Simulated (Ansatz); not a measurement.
Starting cell, CaO (rock salt):

```
CELL_PARAMETERS angstrom
      0.00000     2.41535     2.41535
      2.41535     0.00000     2.41535
      2.41535     2.41535     0.00000
ATOMIC_POSITIONS crystal
  O  0.00000 0.00000 0.00000
  Ca 0.50000 0.50000 0.50000
```

A phonon eigenvector at Γ is frozen into this cell: atom i moves by Q times the vector below, so Q is the largest atomic displacement, in Å. The cell is held. It is one choice among 3 degenerate patterns.

| atom | x | y | z |
|---|---|---|---|
| O1 | 0.000 | 0.000 | 1.000 |
| Ca2 | 0.000 | 0.000 | -0.399 |

Computed with PBE (plane waves to 420 eV, PAW, scalar-relativistic; Ansatz, an electronic-structure program). k mesh 12×12×12 (Γ-centred), Fermi-Dirac smearing 0.05 eV. The energy includes the smearing's −TS. CaO was relaxed with its symmetry unable to fall. ΔE is measured from the undisplaced structure.

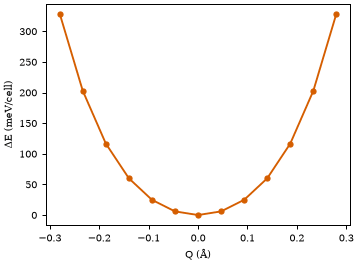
ΔE (meV/cell) against Q (Å); markers are the computed points, lines only join them.

Problem. What is the energy change at Q = 0.280 Å?

Solution. About 330 meV/cell.

Problem. What harmonic wavenumber does the curvature at Q = 0 give?

Solution. About 260 cm⁻¹.

(A displaced cell: forces are minus the slopes of the energy, force constants its curvatures, and phonons follow from these.)
